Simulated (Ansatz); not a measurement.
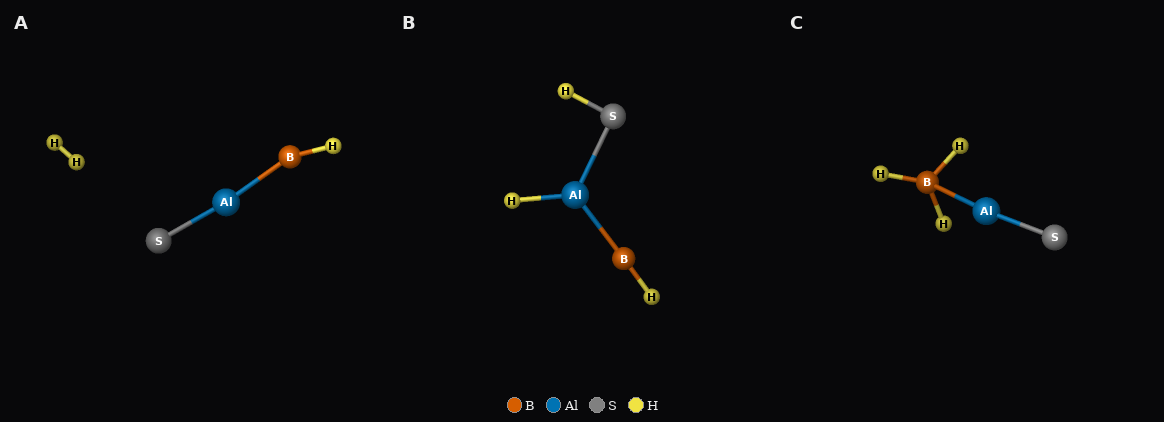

3 stationary structures of one formula. The species is neutral and a spin doublet. Geometries: PBE-D4/def2-SVP. Electronic energies: PBE-D4/def2-SVP (Ansatz 0.2.0), without zero-point energy. No frequency run is at hand to confirm each as a minimum.

### Which is lowest in energy, and by how much?

C is lowest; B lies 116.6 kJ/mol above it, A lies 222.6 kJ/mol above it.
